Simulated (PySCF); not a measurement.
# C8H9N: the cost of one run

Programs: PySCF 2.14.0, with routines of our own; each step states its level. All values are computed. Atoms count from 0.

### Step 1. The system as given

18 atoms, charge 0, multiplicity 1; geometry from: GFN2-xTB.

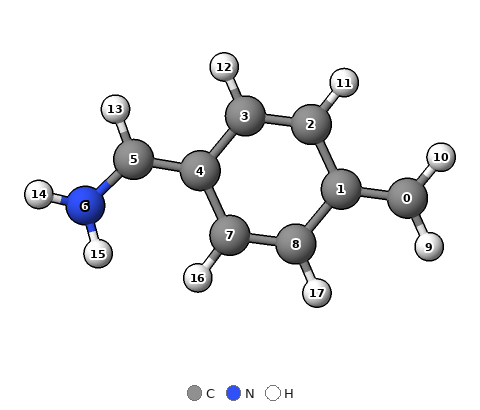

The starting geometry (carbon grey, nitrogen blue, hydrogen white).

### Step 2. Optimising the geometry at PBE/def2-SV(P)

What the job is given:

```
{"job": {"xc": "PBE", "basis": "def2-SV(P)", "grid": 1, "kind": "geom"}, "charge": 0, "multiplicity": 1}
C     -3.211997     0.417814     0.170952
C     -1.885999     0.177652     0.136208
C     -1.339884    -1.152780     0.279741
C     -0.017993    -1.385224     0.243269
C      0.941335    -0.325890     0.055894
C      2.273346    -0.612820     0.023891
N      3.288292     0.270091    -0.225002
C      0.401241     1.003013    -0.083092
C     -0.920768     1.237698    -0.045251
H     -3.606498     1.413660     0.065784
H     -3.926236    -0.375848     0.306384
H     -2.039196    -1.965455     0.419347
H      0.366162    -2.390589     0.354113
H      2.595370    -1.639716     0.134483
H      4.216354     0.009341     0.060202
H      3.075028     1.251909    -0.158315
H      1.085625     1.829610    -0.223874
H     -1.302942     2.243852    -0.151029
```

On the command line:

```console
$ OMP_NUM_THREADS=1 python excited_run.py task.json out
```

This one command runs all jobs of the session in turn.

Q: Estimate the wall time and peak memory of this first job on 1 thread of Arm Neoverse V2, shared host.

About 80 s, with a peak of 0.6 GiB.
